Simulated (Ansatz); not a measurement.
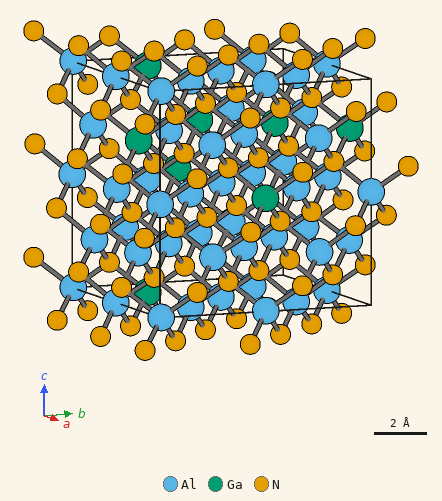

Starting frame of a dynamics run of a 64-atom cell of Al₂₇Ga₅N₃₂. Style: ball-and-stick. Shown: the simulation cell, slightly off an axis. Bonds to atoms that aren't drawn are left out.

Method: DFT, PBEsol, PAW, plane waves in Ansatz.

Set-up: plane-wave cutoff 420 eV; k-point mesh 1 × 1 × 1; Fermi-Dirac smearing 0.01 eV; Langevin thermostat (NVT); set temperature 1200 K, then 1200 K at the end of 120 steps, then 1200 K at the end of 120 steps; time step 2.5 fs. The run takes 598 fs.

### What does the trajectory do?

The mean temperature in the second half is 1145 K (standard deviation 90 K). The potential energy in the second half lies on average 138 meV per atom above the first frame. In the second half of the run the atoms are, in the root-mean-square, this far from where they began (common drift taken out): N 0.18 Å, Al 0.18 Å, Ga 0.17 Å. That is small against the typical shortest distance between atoms in the first frame, about 1.9 Å: the atoms vibrate about their sites and the arrangement holds.

Along the run:

| time (fs) | potential energy (meV/atom) | T (K) |
| --- | --- | --- |
| 0.0 | 0.0 | 1181 |
| 97.5 | 146.2 | 955 |
| 197.5 | 152.7 | 1153 |
| 297.5 | 129.1 | 1282 |
| 397.5 | 118.3 | 1043 |
| 497.5 | 132.4 | 1160 |
| 597.5 | 172.6 | 1094 |

The frame at 598 fs:

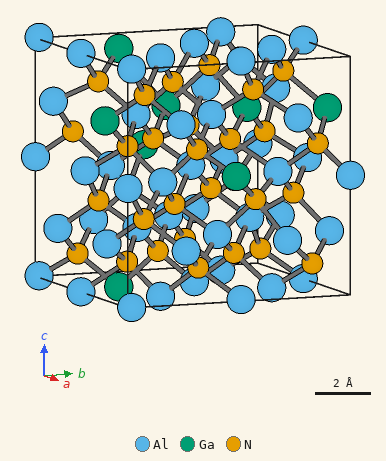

Limits of the set-up: the program's low-accuracy preset was used.
